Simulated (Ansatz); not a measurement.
# Fields on a plane of ZrO2 (tetragonal-ZrO2 type, space group P4_2/nmc)

```xyz
6
Lattice="3.5845 0.0000 0.0000 0.0000 3.5845 0.0000 0.0000 0.0000 5.1772" Properties=species:S:1:pos:R:3 pbc="T T T"
Zr     0.0000     0.0000     0.0000
Zr     1.7922     1.7922     2.5886
O      0.0000     1.7922     1.0431
O      0.0000     1.7922     3.6317
O      1.7922     0.0000     1.5455
O      1.7922     0.0000     4.1341
```

The slice is a (001) plane (indices of the conventional cell) through the point (0.500, 0.000, 0.298) (fractional), spanned by u = [100] and v = [010] in vectors of this cell: u (3.58 Å) and v (3.58 Å, at 90° to u). It covers one period; positions are fractions (u, v).

Atoms on it: O at (0.00, 0.00). Other atoms lie within 1 Å of the plane.

These are PBEsol (plane waves to 420 eV, PAW, scalar-relativistic; Ansatz, a quantum-chemistry and plane-wave program) values and carry that method's errors. k mesh 9×9×7. Near the nuclei the fields are pseudised (PAW); where an atom keeps semicore shells as valence, they peak there. This is a high-temperature form of ZrO2. ZrO2 is run without spin polarisation. ZrO2 was relaxed with its symmetry unable to fall.

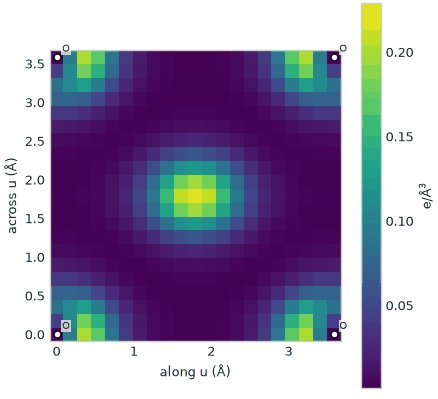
*Density of the highest valence band (whole band, smooth part) in e/Å³, one period of the plane, atoms marked. *

```
|xxxxx%@@%###%@@%xxxx|
|xxxxx%@@%%%%%@@%xxxx|
|xxxxx@@@@@%@@@@@xxxx|
|xxxx%@@@@@@@@@@@%xxx|
|x=+*%@@@@@@@@@@@%*+=|
|::=+#%@@@xxx@@@%#+=:|
|  .-+#%%xxxxx%%#+-. |
|   .-*#xxxxxxx#*-.  |
|    :+xxxxxxxxx+:   |
|    :=xxxxxxxxx=:   |
|    :+xxxxxxxxx+:   |
|   .-*#xxxxxxx#*-.  |
|  .-+#%%xxxxx%%#+-. |
|::=+#%@@@xxx@@@%#+=:|
|x=+*%@@@@@@@@@@@%*+=|
|xxxx%@@@@@@@@@@@%xxx|
|xxxxx@@@@@%@@@@@xxxx|
|xxxxx%@@%%%%%@@%xxxx|
|xxxxx%@@%###%@@%xxxx|
|xxxxxx@@%###%@@xxxxx|
```
Scale: ten equal steps from 2.00 (start of ' ') to 10.27 (end of '@'), in the order ' .:-=+*#%@'. Values: electrostatic potential energy of an electron, from the cell's mean, in eV. The map has 20 points along u (one character each, u = 0 at the left) and 20 along v (v = 0 in the bottom row). Points within 0.9 Å of a nucleus are blanked (x), as the pseudised field means little there. Values under 2 eV are set to 2. The zero, the cell's mean, hangs on the PAW cores.
